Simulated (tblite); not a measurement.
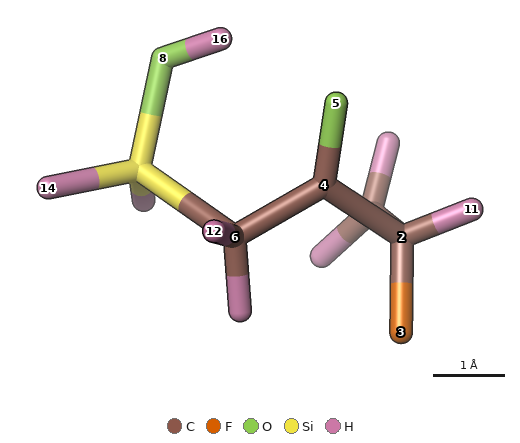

*The structure as given in the input (stick view, seen at a tilt; atoms are numbered from 1 in the order of the input).*

Run report: C4H8FO2Si, frequency calculation

C4H8FO2Si, multiplicity 2, computed with GFN2-xTB harmonic vibrations, gas phase (tblite 0.8.0).

It belongs to a series of runs on one base structure; here: H added to sp2 C.

The program's output:
```
mode    cm-1     km/mol
  1      45.1      1.95
  2      84.3      1.34
  3      98.0      3.21
  4     153.0     13.29
  5     177.0      7.44
  6     226.9      5.07
  7     263.0     27.48
  8     349.3      5.36
  9     389.9      3.16
 10     427.2    113.69
 11     494.9     27.62
 12     509.9     17.34
 13     528.8      7.40
 14     536.9    131.40
 15     579.0      9.51
 16     609.2      3.02
 17     687.8     18.74
 18     713.5    137.63
 19     771.9     91.14
 20     797.5    147.28
 21     837.0     90.82
 22     869.9    417.62
 23     878.2     44.42
 24     943.6    144.73
 25    1044.1     83.20
 26    1071.2     60.06
 27    1105.8     19.52
 28    1143.8      7.75
 29    1159.5     50.04
 30    1201.0    172.60
 31    1272.1     21.53
 32    1367.7      9.08
 33    1447.7      4.98
 34    1686.6    388.88
 35    2287.0    349.44
 36    2312.6    162.66
 37    2930.7     13.76
 38    3004.8     10.34
 39    3059.4      6.84
 40    3152.1      5.35
 41    3208.5      5.91
 42    3426.9     72.71
```

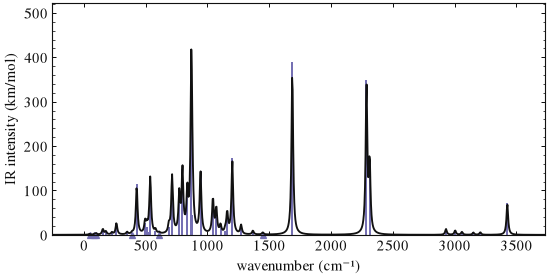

*Harmonic infrared spectrum, unscaled: sticks (degenerate modes added up, dark ones marked on the axis) with a Lorentzian envelope of 16 cm⁻¹ full width, scaled to the tallest stick.*

42 modes from 45 to 3427 cm⁻¹, none imaginary. The strongest line is at 870 cm⁻¹ (418 km/mol).

The run was set up as follows.

The input:
```
{"job": {"kind": "ir", "xc": "GFN2-xTB", "basis": "xTB"}, "charge": 0, "multiplicity": 2}
C     -1.555027    -1.052690    -0.320378
C     -1.864945     0.262909     0.209544
F     -2.148983     1.194368    -0.759260
C     -0.501104     0.552674     0.889977
O     -0.329960     0.208126     2.045287
C      0.555573     1.100529     0.027334
Si     1.926835    -0.260583    -0.127690
O      2.013033    -1.027883     1.285499
H     -1.125296    -1.141169    -1.298019
H     -1.612377    -1.907771     0.320832
H     -2.664523     0.294577     0.956301
H      1.013484     1.942504     0.543181
H      0.179862     1.436280    -0.932332
H      3.190681     0.422390    -0.377885
H      1.546821    -1.201368    -1.177419
H      1.368327    -0.813950     1.971102
```

The first line tells a small driver script what to run in tblite; the rest is the geometry in Å.

Launched with:
```bash
OMP_NUM_THREADS=1 python <driver script> task.json out
```

Key numbers:

| quantity | value |
| --- | --- |
| outcome | converged |
| total energy | −740.2044 eV |
| zero-point energy | 68.4100 kcal/mol |
| hardware | 1 CPU thread, shared host |
| wall time | 0.56 s |
| peak memory | 0.18 GiB |
